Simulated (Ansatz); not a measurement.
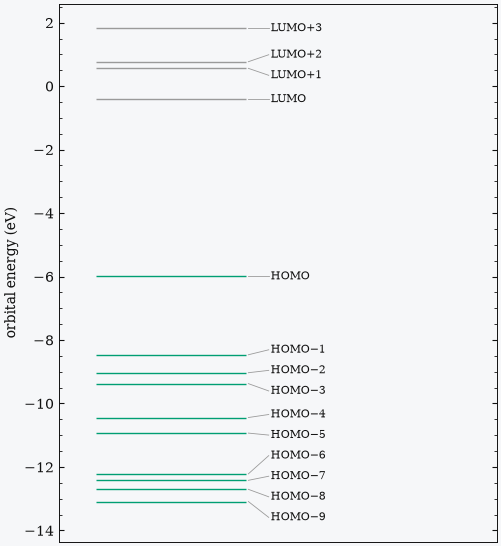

Kohn-Sham orbital energies near the frontier, r2SCAN0/def2-TZVPP, the Ansatz code 0.2.0, at a PBE0-D4/def2-TZVP geometry (a minimum by its frequencies), isolated molecule; empty levels in grey, levels within 0.03 eV side by side.

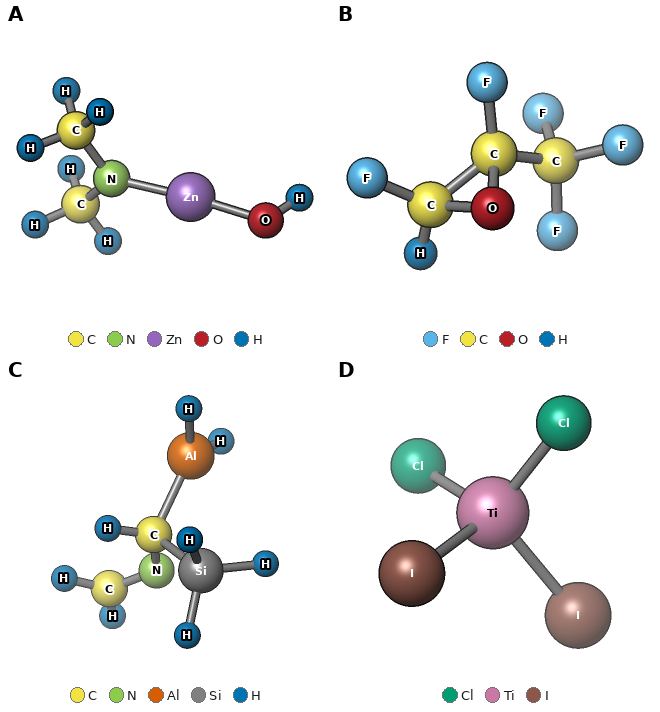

### Which molecule has this level scheme? The candidates are drawn in the second picture.

Structure A, C₂H₇NOZn, SMILES C[N](C)[Zn][OH], singlet. HOMO −6.00 eV, LUMO −0.41 eV, separation 5.59 eV.

Caveats: no scalar relativity up to krypton; one conformer of a flexible molecule; empty levels above zero depend strongly on the basis.
